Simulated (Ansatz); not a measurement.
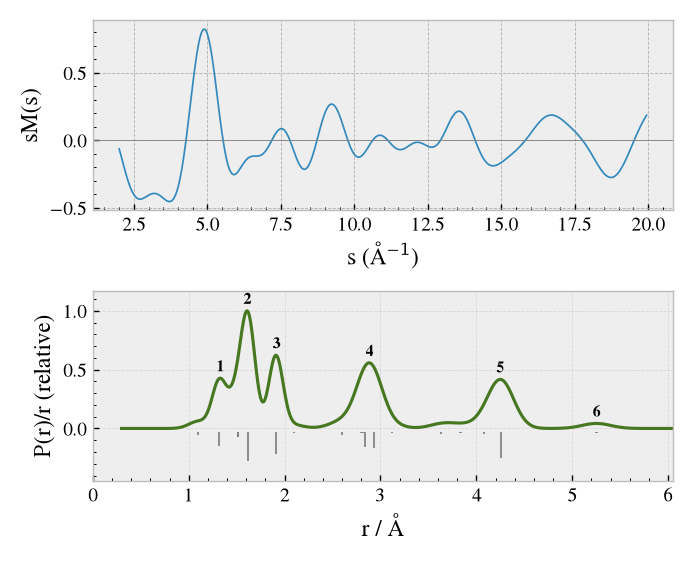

Simulated gas electron diffraction: reduced molecular intensity sM(s) from the Debye equation in the first Born approximation (top) and the radial distribution curve (bottom) of C2H4SSi. Each pair of atoms contributes with weight ZᵢZⱼ/r (bars below the curve); damping constant 0.0015 Å²; vibrational amplitudes assumed, not computed: 0.05 Å for bonds, 0.078 Å for bonds to H, 0.06 + 0.015 r up to 0.15 Å for other pairs. The geometry is the end point of an optimisation (UKS PBE/6-31G in Ansatz); it may be a saddle point or a higher isomer.

### Which pairs of atoms lie under the numbered peaks? Mark bonded pairs by – and others by ···.

Peak 1, 1.33 Å: C–C 1.32 Å; in its flanks C–H 1.10 Å
Peak 2, 1.61 Å: Si–H 1.51 Å (×3), S–C 1.62 Å, not resolved
Peak 3, 1.91 Å: Si–C 1.91 Å
Peak 4, 2.88 Å: C···H 2.79–3.12 Å (×4), Si···C 2.84 Å, S···C 2.94 Å, not resolved
Peak 5, 4.25 Å: S···Si 4.25 Å
Peak 6, 5.25 Å: S···H 5.24–5.26 Å (×2)
